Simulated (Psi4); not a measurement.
# AlH3SO (SMILES [OH][AlH][SH]) at MP2/def2-TZVPD (density fitting with cc-pvdz-jkfit, density fitting for correlation, sweep point 2)

Aim: the vertical ionisation energy of AlH3SO at MP2/def2-TZVPD (density fitting with cc-pvdz-jkfit, density fitting for correlation, sweep point 2), from 2 runs. 

The calculation is run with Psi4 1.11.

4 further runs of the same task are left out: 2 that didn't finish, 2 set aside as unsound or not needed.

## (1) The molecule

The species is AlH3SO (6 atoms), meant as a singlet with charge 0. As SMILES, `[OH][AlH][SH]`. Geometry: relaxed at PBE0-D4/def2-TZVP. This is one conformer, not always the lowest.

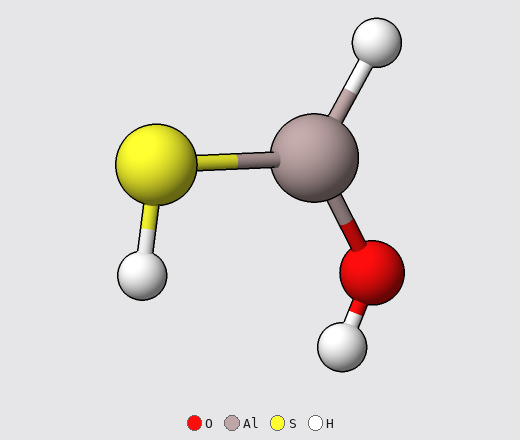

Viewed from a chosen angle; oxygen red, aluminium light grey, sulfur yellow, hydrogen white.

## (2) The energy at MP2/def2-TZVPD (density fitting with cc-pvdz-jkfit, density fitting for correlation, sweep point 2)

job.py reads:

```python
import psi4

psi4.set_memory('1600 MB')
psi4.set_num_threads(1)
psi4.core.set_output_file('run.log', False)

geom = psi4.geometry("""
0 1
O     -1.108900    -0.531100    -0.885000
Al     0.267100     0.390800    -0.551000
S      1.228200     0.385700     1.412200
H     -1.564400    -1.105800    -0.273700
H      0.868700     1.276400    -1.698100
H      0.351400    -0.480000     1.949300
symmetry c1
""")

psi4.set_options({
    'reference': 'rhf',
    'puream': True,
    'scf_type': 'df',
    'num_frozen_docc': 11,
    'df_basis_scf': 'cc-pvdz-jkfit',
})

E, wfn = psi4.energy('mp2/def2-TZVPD', molecule=geom, return_wfn=True)
print(f'mp2/def2-TZVPD energy: {E:.10f} Eh')
```

Launch:

```sh
$ python job.py
```

run.log, shortened:

```text
[...]
  Running in c1 symmetry.
[...]
  Nuclear repulsion =  131.686377877149908
[...]
  Multiplicity = 1
[...]
  Nalpha       = 20
  Nbeta        = 20
[...]
    Number of basis functions: 156
[...]
   @DF-RHF iter   1:  -716.08464587957042   -8.41889e-01   3.75869e-03 DIIS/ADIIS
[...]
   @DF-RHF iter  11:  -716.21745538482867   -2.10321e-11   6.86259e-09 DIIS
[...]
    Orbital Energies [Eh]
    ---------------------
    Doubly Occupied:
       1A    -91.946562     2A    -58.490257     3A    -20.549399
       4A     -8.953171     5A     -6.634600     6A     -6.633751
       7A     -6.633211     8A     -4.904949     9A     -3.220940
      10A     -3.219481    11A     -3.218552    12A     -1.316388
      13A     -0.956739    14A     -0.699712    15A     -0.563621
      16A     -0.545143    17A     -0.512637    18A     -0.485019
      19A     -0.428608    20A     -0.388971
[...]
  @DF-RHF Final Energy:  -716.21745538482867
   => Energetics <=
    Nuclear Repulsion Energy =            131.6863778771499085
    One-Electron Energy =               -1255.2042420702741765
    Two-Electron Energy =                 407.3004088082955718
    Total Energy =                       -716.2174553848287815
[...]
 Multipole Moments:
 ------------------------------------------------------------------------------------
     Multipole            Electronic (a.u.)      Nuclear  (a.u.)        Total (a.u.)
 ------------------------------------------------------------------------------------
 L = 1.  Multiply by 2.5417464519 to convert [e a0] to [Debye]
 Dipole X            :          0.8796422           -1.2411211           -0.3614788
 Dipole Y            :          0.6037798           -0.9906190           -0.3868392
 Dipole Z            :          0.1788665            0.1271209            0.3059874
 Magnitude           :                                                    0.6115062
[...]
```

Standard output:

```text
mp2/def2-TZVPD energy: -716.7077972506 Eh
```

Run time: 2.3 s. Hardware: 1 thread of Intel Xeon 6975P-C (Granite Rapids), shared host; peak memory 0.28 GiB.

## (3) The doublet cation

run.py reads:

```python
import psi4

psi4.set_memory('1600 MB')
psi4.set_num_threads(1)
psi4.core.set_output_file('output.dat', False)

geom = psi4.geometry("""
1 2
O     -1.108900    -0.531100    -0.885000
Al     0.267100     0.390800    -0.551000
S      1.228200     0.385700     1.412200
H     -1.564400    -1.105800    -0.273700
H      0.868700     1.276400    -1.698100
H      0.351400    -0.480000     1.949300
symmetry c1
""")

psi4.set_options({
    'reference': 'uhf',
    'puream': True,
    'scf_type': 'df',
    'num_frozen_docc': 11,
    'df_basis_scf': 'cc-pvdz-jkfit',
    'maxiter': 150,
})

energy_value, wavefunction = psi4.energy("mp2/def2-TZVPD", molecule=geom, return_wfn=True)
print(f'mp2/def2-TZVPD energy: {energy_value:.10f} Eh')
```

Launch:

```sh
$ python run.py
```

output.dat, shortened:

```text
[...]
  Running in c1 symmetry.
[...]
  Nuclear repulsion =  131.686377877149908
[...]
  Multiplicity = 2
[...]
  Nalpha       = 20
  Nbeta        = 19
[...]
    Number of basis functions: 156
[...]
   @DF-UHF iter   1:  -715.72594442312663   -4.83187e-01   3.75562e-03 ADIIS/DIIS
[...]
   @DF-UHF iter  15:  -715.88211453449742   -1.50067e-11   8.41121e-09 DIIS
[...]
   @S^2 Observed:                7.639460508E-01
[...]
    Orbital Energies [Eh]
    ---------------------
    Alpha Occupied:
       1A    -92.299167     2A    -58.705019     3A    -20.726878
       4A     -9.303886     5A     -6.999961     6A     -6.981053
       7A     -6.980078     8A     -5.120399     9A     -3.435975
      10A     -3.435013    11A     -3.432773    12A     -1.489533
      13A     -1.311763    14A     -0.879228    15A     -0.857300
      16A     -0.781507    17A     -0.776897    18A     -0.695934
      19A     -0.682783    20A     -0.651570
    Alpha Virtual:
      21A     -0.127314    22A     -0.123607    23A     -0.108506
      24A     -0.074644    25A     -0.067401    26A     -0.067006
[...]
  @DF-UHF Final Energy:  -715.88211453449742
   => Energetics <=
    Nuclear Repulsion Energy =            131.6863778771499085
    One-Electron Energy =               -1245.0285799048706394
    Two-Electron Energy =                 397.4600874932233410
    Total Energy =                       -715.8821145344974184
  UHF NO Occupations:
  HONO-2 :   18  A 1.9994924
  HONO-1 :   19  A 1.9939825
[...]
 Multipole Moments:
 ------------------------------------------------------------------------------------
     Multipole            Electronic (a.u.)      Nuclear  (a.u.)        Total (a.u.)
 ------------------------------------------------------------------------------------
 L = 1.  Multiply by 2.5417464519 to convert [e a0] to [Debye]
 Dipole X            :          1.9122069           -1.2411211            0.6710858
 Dipole Y            :          0.8441418           -0.9906190           -0.1464771
 Dipole Z            :          1.6340435            0.1271209            1.7611644
 Magnitude           :                                                    1.8903735
[...]
```

The script printed:

```text
mp2/def2-TZVPD energy: -716.3314671495 Eh
```

Wall time 3 s (1 thread of Intel Xeon 6975P-C (Granite Rapids), shared host); peak memory 0.28 GiB.

## (4) Results

Level: MP2/def2-TZVPD (density fitting with cc-pvdz-jkfit, density fitting for correlation, sweep point 2), 11 core orbitals frozen.

| quantity | value |
| --- | --- |
| singlet AlH3SO: total energy | -716.70780 Eh |
| singlet AlH3SO: HOMO energy (Hartree–Fock orbitals) | -10.58 eV |
| singlet AlH3SO: LUMO energy (Hartree–Fock orbitals) | 1.00 eV |
| singlet AlH3SO: HOMO–LUMO gap (Hartree–Fock orbitals) | 11.59 eV |
| singlet AlH3SO: correlation energy (11 core orbitals frozen) | -490.3 mEh |
| doublet cation: total energy | -716.33147 Eh |
| doublet cation: HOMO energy (Hartree–Fock orbitals) (highest over α and β) | -17.71 eV |
| doublet cation: LUMO energy (Hartree–Fock orbitals) (lowest over α and β) | -7.93 eV |
| doublet cation: correlation energy (11 core orbitals frozen) | -449.4 mEh |
| doublet cation: ⟨S²⟩ of the reference determinant | 0.764 |
| vertical ionisation energy (to the doublet cation) | 10.240 eV |

In words: Removing an electron at fixed nuclei costs 10.24 eV (988 kJ/mol).
